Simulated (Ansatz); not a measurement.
# GeN2H4 (SMILES [NH2][Ge][NH2]) at B3LYP/def2-SVPD

What is the electronic atomisation energy of GeN2H4 at B3LYP/def2-SVPD? 

The results are computed with Ansatz 0.2.0.

43 further runs of the same task are left out: 43 set aside as unsound or not needed. Runs told in other sessions of the task aren't counted.

## (1) The molecule

GeN2H4: 7 atoms, total charge 0, spin state singlet. SMILES: `[NH2][Ge][NH2]`. The shape is that of a PBE0-D4/def2-TZVP optimisation. This is one conformer, not always the lowest.

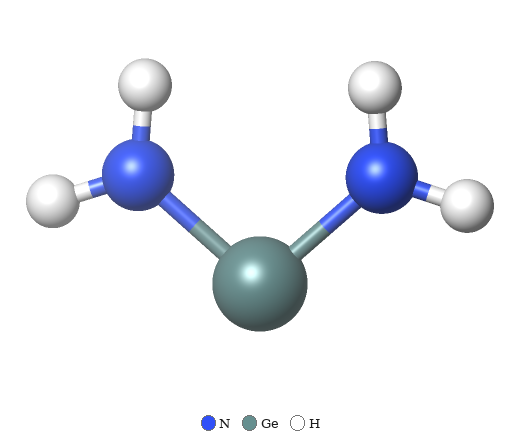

The structure, seen from a chosen angle (nitrogen blue, germanium teal, hydrogen white).

## (2) A single-point energy at B3LYP/def2-SVPD

The input, molecule.yaml:

```yaml
crystal:
  periodic: [false, false, false]
  atoms:
    - {symbol: "N", position_ang: [-1.179700, 0.092100, -0.683900]}
    - {symbol: Ge, position_ang: [-0.069700, -1.237600, -0.102500]}
    - {symbol: "N", position_ang: [1.194700, -0.165000, 0.665000]}
    - {symbol: H, position_ang: [-2.029900, -0.124000, -1.176400]}
    - {symbol: H, position_ang: [-1.047800, 1.084700, -0.566600]}
    - {symbol: H, position_ang: [1.191600, 0.842500, 0.702200]}
    - {symbol: H, position_ang: [2.002000, -0.560700, 1.116500]}
basis:
  gaussian:
    orbitals: def2-SVPD
hamiltonian:
  xc: {name: B3LYP}
accuracy: high
output: {orbitals: {seedname: orbitals}}
```

On the command line:

```
$ ansatz run molecule.yaml --threads 1 --pin off --max-ram 3480MiB --events-out events.jsonl --progress --plain --runs-dir runs
```

The program printed:

```text
Warning: RAYON_NUM_THREADS=1 ignored (pool sized by the plan → 1); use --threads N
Functional definition: B3LYP
  name "B3LYP"
  parameter a0 = 0.2
  parameter ax = 0.72
  parameter ac = 0.81
  exchange = (1 - a0 - ax)*slater_x + ax*b88_x + a0*exact_x
  correlation = (1 - ac)*vwn_rpa_c + ac*lyp_c
2230 factors; integrals over basis functions are off by at most 4.5e-9 eV
mean field evaluation 1: about -59543.7778 eV, gradient 8.0e1 eV
mean field evaluation 2: about -59506.7498 eV, gradient 1.4e2 eV
mean field evaluation 4: about -59556.5032 eV, gradient 3.9e0 eV
mean field evaluation 8: about -59556.6127 eV, gradient 8.1e-2 eV
mean field evaluation 16: about -59556.6128 eV, gradient 5.7e-6 eV
mean field -59556.61276266 eV, -2188.6651501058 hartree, gradient 7.4e-8 eV, S^2 0.000000; 0 other end points of the search recorded, 0 dependent functions left out
reference -59556.61279951 eV, -2188.6651514599 hartree; 25, 25 occupied and 85, 85 virtual orbitals, 2230 factors
Total energy: -59556.61279951 eV, -2188.6651514599 hartree
```

It took 7.2 s on 1 thread of Intel Xeon Platinum 8488C (Sapphire Rapids), shared host; peak memory 0.4 GiB.

## (3) The Ge atom

The input, job.yaml:

```yaml
crystal:
  periodic: [false, false, false]
  atoms:
    - symbol: Ge
      position_ang: [0.000000, 0.000000, 0.000000]
basis:
  gaussian:
    orbitals: def2-SVPD
magnetization:
  spin_polarized: true
  initial_magnetization: 2
hamiltonian:
  xc: {name: B3LYP}
accuracy: high
```

Run the same way, it converges to -2076.70444 Eh (log not shown).

## (4) The H atom at the same level

The input, input.yaml:

```yaml
crystal:
  periodic: [false, false, false]
  atoms:
    - {symbol: H, position_ang: [0.000000, 0.000000, 0.000000]}
basis:
  gaussian:
    orbitals: def2-SVPD
magnetization:
  spin_polarized: true
  initial_magnetization: 1
hamiltonian:
  xc: {name: B3LYP}
accuracy: high
```

Run the same way, it converges to -0.50126 Eh (log not shown).

## (5) The N atom, same level

The input, in.yaml:

```yaml
crystal:
  periodic: [false, false, false]
  atoms:
    - {symbol: N, position_ang: [0.000000, 0.000000, 0.000000]}
basis:
  gaussian:
    orbitals: def2-SVPD
magnetization:
  spin_polarized: true
  initial_magnetization: 3
hamiltonian:
  xc: {name: B3LYP}
accuracy: high
```

Run the same way, it converges to -54.53889 Eh (log not shown).

## (6) Outcome

Level: B3LYP/def2-SVPD.

```
                     quantity           value
       molecule: total energy  -2188.66515 Eh
        molecule: HOMO energy        -6.73 eV
        molecule: LUMO energy        -0.92 eV
      molecule: HOMO–LUMO gap         5.81 eV
        Ge atom: total energy  -2076.70444 Eh
                Ge atom: ⟨S²⟩           2.002
         H atom: total energy     -0.50126 Eh
                 H atom: ⟨S²⟩           0.750
         N atom: total energy    -54.53889 Eh
                 N atom: ⟨S²⟩           3.754
electronic atomisation energy       23.889 eV
```

**Reading.** Taking the molecule apart into free atoms costs 23.89 eV (2305 kJ/mol), before zero-point energy and without spin-orbit coupling.
